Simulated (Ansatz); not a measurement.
Process, species as SMILES: N#C (CH-N) → [C-]#[NH+] (C-NH)
B3LYP-D3(BJ)/def2-TZVP geometries, fixed; electronic energies without zero-point terms.
Largest species:
```xyz
3

C      0.0000     0.0000    -0.4969
N      0.0000     0.0000     0.6493
H      0.0000     0.0000    -1.5636
```
Charge 0, spin multiplicity 1.

Basis-set convergence of the isomerisation energy at HF with Ansatz (a first-principles code). Cartesian d functions, on some or all atoms, in 6-31G*, 6-31G**; all else is spherical. No added dispersion term, no relativity. Functions are those of the species that has most. Reference: the value in pcseg-4, 10.02 kcal/mol, itself unsure by roughly 0.05 kcal/mol (its mean distance from aug-pcseg-3, aug-cc-pVQZ, cc-pV5Z). Deviations are taken from unrounded values.

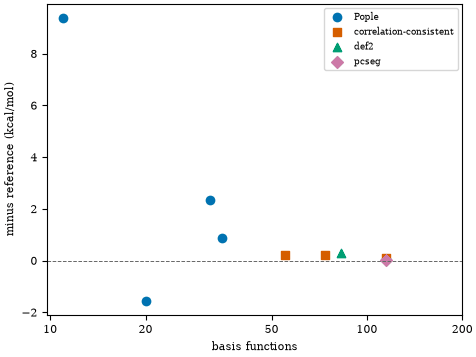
Figure. Deviation from the reference against the number of basis functions, by family of sets.

```json
[
 {"basis": "STO-3G", "functions": "11", "isomerisation energy (kcal/mol)": "19.41", "minus reference (kcal/mol)": "9.39"},
 {"basis": "6-31G", "functions": "20", "isomerisation energy (kcal/mol)": "8.47", "minus reference (kcal/mol)": "-1.55"},
 {"basis": "6-31G*", "functions": "32", "isomerisation energy (kcal/mol)": "12.36", "minus reference (kcal/mol)": "2.34"},
 {"basis": "6-31G**", "functions": "35", "isomerisation energy (kcal/mol)": "10.91", "minus reference (kcal/mol)": "0.89"},
 {"basis": "aug-cc-pVDZ", "functions": "55", "isomerisation energy (kcal/mol)": "10.25", "minus reference (kcal/mol)": "0.23"},
 {"basis": "cc-pVTZ", "functions": "74", "isomerisation energy (kcal/mol)": "10.22", "minus reference (kcal/mol)": "0.20"},
 {"basis": "def2-TZVPD", "functions": "83", "isomerisation energy (kcal/mol)": "10.30", "minus reference (kcal/mol)": "0.28"},
 {"basis": "aug-cc-pVTZ", "functions": "115", "isomerisation energy (kcal/mol)": "10.11", "minus reference (kcal/mol)": "0.09"},
 {"basis": "aug-pcseg-2", "functions": "115", "isomerisation energy (kcal/mol)": "10.06", "minus reference (kcal/mol)": "0.04"}
]
```
